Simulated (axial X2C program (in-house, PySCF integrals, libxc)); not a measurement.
**Run report: YbBe, relativistic diatomic calculation**

System: YbBe, single determinant with Ω = 0. The distance is the PBE0 minimum at charge 0.
Method: expectation values, HF and Kohn-Sham, two-component X2C with atomic mean-field Coulomb and Gaunt terms, Yb dyall-cv3z, Be dyall-cv3z (cores contracted) (axial X2C program (in-house, PySCF integrals, libxc)).

### Summary

- outcome: converged
- hardware: 1 thread of Arm Neoverse N1, 98 GiB of memory available, shared host
- wall time: 6.3 s
- peak memory: 0.48 GiB

### Input file
```
{"zs": [70, 4], "q": 0, "bas": ["dyall-cv3z", "dyall-cv3z"], "r0": 2.72, "levels": ["PBE0", "HF", "PBE50", "PBE", "B3LYP"], "nst": 3}
```

The line is the task of a batch: nuclear charges, charge, bases, the levels to run, a first guess of the distance and further settings. This report covers the levels named above. The log is that of the reference distance, started from orbitals converged before.

The run was one of a batch that the task file lists, launched with:
```bash
python <driver script> task.json out
```

### Output
```
two-component X2C + atomic mean field  PBE0
basis functions 235  fitting functions 1141  grid points 5086
iter        total energy     max residual
   1     -14071.429976388     2.25e-05
   2     -14071.429976390     6.75e-06
converged
one-electron -19395.49227907  Coulomb 5592.25886181  exact exchange -73.74507716  xc functional -226.25698952  nuclear repulsion 43.31178575  atomic mean-field constant -11.50627819
```

### Expectation values by level of theory

```
                                             quantity     PBE0       HF    PBE50      PBE    B3LYP
effective field for an electron dipole moment (GV/cm)        –        –        –        –        –
           field gradient at the first nucleus (a.u.)   −0.753   −0.533   −0.670   −0.751   −0.723
          field gradient at the second nucleus (a.u.)  −0.0321  −0.0146  −0.0254  −0.0389  −0.0341
                           A∥/gI, first nucleus (MHz)        –        –        –        –        –
                          A∥/gI, second nucleus (MHz)        –        –        –        –        –
```

Each column comes from one determinant, in a basis with contracted cores. A dash marks a value that vanishes by symmetry, wasn't computed or didn't converge. The spread over the levels shows only part of the uncertainty.

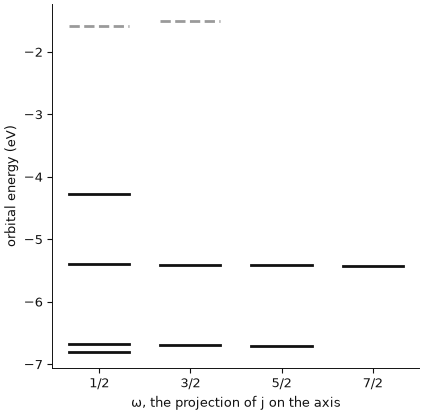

Fig. 1: Orbital energies (PBE0) near the frontier at 3.42 Å, filled (solid) and empty (dashed); the Kramers partners at −ω are degenerate and not drawn. The highest filled spinor (1/2; 62 % Yb s, 20 % Be p) lies at −4.28 eV, the lowest empty one (1/2; 59 % Be p, 26 % Yb p) at −1.59 eV.
